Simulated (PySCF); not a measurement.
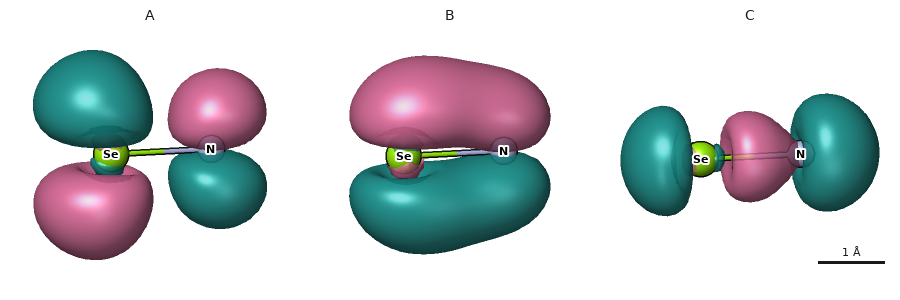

The picture shows: SeN (charge +1). Three frontier orbitals, each drawn at the value that holds 80 % of its norm (teal and pink are the two phases), in no order; of a degenerate pair one member is drawn.

These are results of PySCF 2.14.0, PBE0/pcseg-1, non-relativistic, at a bond length of 1.584 Å, not measurements.

**Name the orbitals and rank them from lowest to highest energy.**

Orbital B: π, occupied, −18.80 eV; bonding, with no node between the atoms.
Orbital C: σ, occupied, −18.76 eV; shared between the atoms (Se 35 %, N 65 %).
Orbital A: π, empty, −11.72 eV; antibonding, with a node between the atoms.
